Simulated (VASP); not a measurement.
Band structure of SiC (zinc blende). All values below come from r2SCAN meta-GGA, VASP's PBE PAW potentials (set 64) (plane waves; VASP).

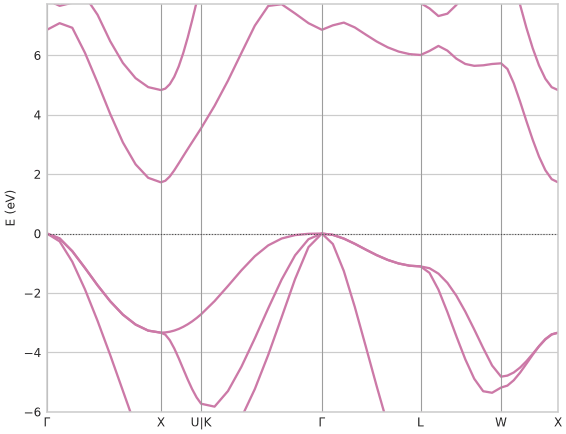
*Bands along high-symmetry lines, zero at the valence-band maximum or, without a gap, the Fermi level*

Read the plot: is there a gap, and where are the band edges?

The gap is indirect, 1.72 eV, from the valence maximum at Γ to the conduction minimum at X.

Measured: gap 2.53 eV (computed value off by -0.81 eV), as given by Wei Chen et al., Physical Review Materials (2018), doi:10.1103/physrevmaterials.2.073803 [zero-point renormalisation of 0.11 eV added back (the table's ZPR column)].

The compound is SiC in the zinc blende structure. It was relaxed first.
